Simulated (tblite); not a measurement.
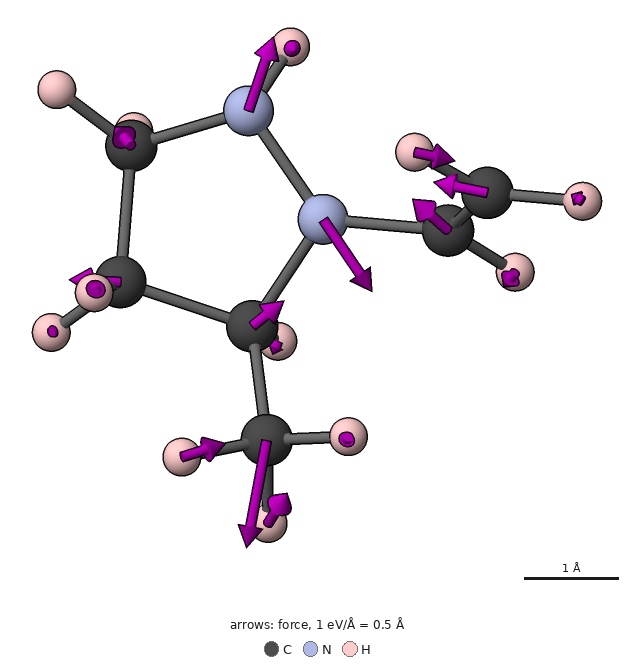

Starting geometry of C$_{6}$H$_{12}$N$_{2}$ with the computed forces as purple arrows. A ball-and-stick model, seen at a tilt.

Theory: tblite, GFN2-xTB geometry optimisation, gas phase. 

Question: What follows when this structure is relaxed?

Answer: It isn't relaxed: the largest force vector, on a C atom, is 2.37 eV/Å. The final displacements have little in common with the starting forces (cosine between the two patterns 0.07). Over 190 geometry steps the energy falls by 93.4 kJ/mol. The atom that moves furthest after the best rigid fit is an H atom (2.37 Å). By element the largest moves are H 2.37 Å, N 1.41 Å, C 1.33 Å. Among the contacts that change: C–C 1.499 → 1.551 Å, C–H 1.129 → 1.087 Å, C–C 1.496 → 1.525 Å, C–N 1.410 → 1.382 Å. Among the angles between lasting bonds that change: C–C–H 115.2° → 123.6°, C–N–N 128.3° → 120.3°, N–C–H 118.6° → 112.3°. Groups turn about C–C by about 45°.
